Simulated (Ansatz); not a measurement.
## Electronic structure of C$_{3}$H$_{8}$Si in real space

Input file:

```
crystal:
  periodic: [false, false, false]
  atoms:
    - { symbol: C, position_ang: [-1.5522, 1.1454, 0.2177] }
    - { symbol: C, position_ang: [-0.2489, 1.1117, 0.6461] }
    - { symbol: C, position_ang: [0.8505, 0.0697, 0.3317] }
    - { symbol: Si, position_ang: [0.5359, -1.3833, -0.7083] }
    - { symbol: H, position_ang: [-1.9356, 0.3812, -0.3936] }
    - { symbol: H, position_ang: [-2.1683, 1.9489, 0.555] }
    - { symbol: H, position_ang: [0.1136, 1.917, 1.2663] }
    - { symbol: H, position_ang: [1.187, -0.254, 1.3067] }
    - { symbol: H, position_ang: [1.6585, 0.6383, -0.1508] }
    - { symbol: H, position_ang: [-0.5064, -2.3061, -0.1409] }
    - { symbol: H, position_ang: [1.7893, -2.2018, -0.8878] }
    - { symbol: H, position_ang: [0.0945, -1.0122, -2.1027] }
magnetization:
  spin_polarized: true
basis:
  gaussian: { orbitals: def2-SVP }
hamiltonian:
  xc: pbe
relax:
  f_tol: 0.02
  max_steps: 50
output:
  orbitals: {}
```

Command:

```sh
ansatz run input.yaml --threads 2 --pin off --max-ram 3072MiB --backend cpu --events-out ev --progress --plain --runs-dir out
```

The fields are those of the relaxed geometry.

Level of theory: UKS PBE/def2-SVP in Ansatz 0.2.0.

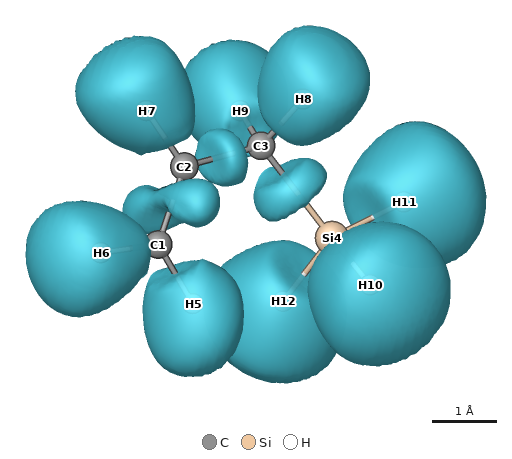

Figure 1. Isosurface of the ELF at 0.8 (cyan), seen at a tilt. Core shells and regions of very low density are left out.

### What do the ELF domains correspond to?

The surface consists of two regions between bonded C–C atoms (shared pairs), one region between bonded C–Si atoms (shared pairs) and eight regions around hydrogen nuclei. Along the contacts the grid gives the following. C–C (1.35 Å): the ELF peaks at about 0.95 between the atoms; a short, multiple covalent bond. C–Si (1.90 Å): the ELF peaks at about 0.95 between the atoms; a covalent bond.

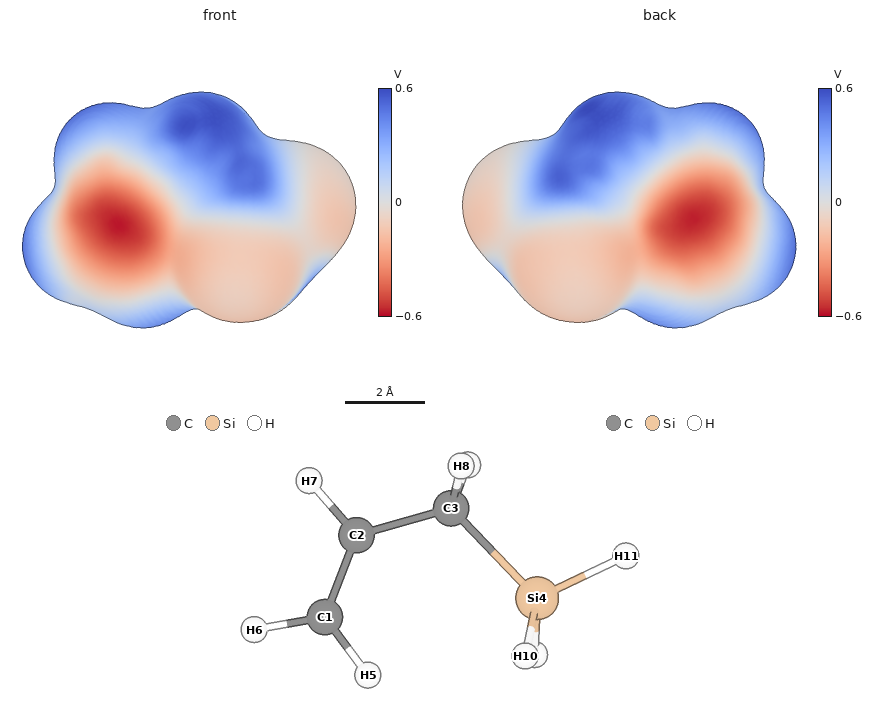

Figure 2. The molecular electrostatic potential painted on the density surface at 0.001 e/bohr³, seen from the front and from behind; red is negative and blue positive. The bare structure is drawn below in the same view.

### Where is the surface potential most negative and most positive?

The most negative region (about −0.6 V) lies over the π face of C1 and C2, the most positive (about +0.6 V) over H8 and H9.

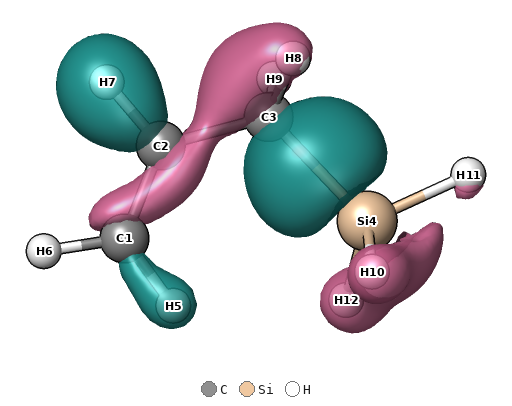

Figure 3. The HOMO−1 at ±0.15 Å⁻³ᐟ² (teal and pink are the two phases), seen across its widest extent.

### What is the character of this orbital?

It lies mainly on C3 (about 30 %), Si4 (about 25 %), C2 (about 10 %) and H7 (about 10 %). Its energy is −7.44 eV.
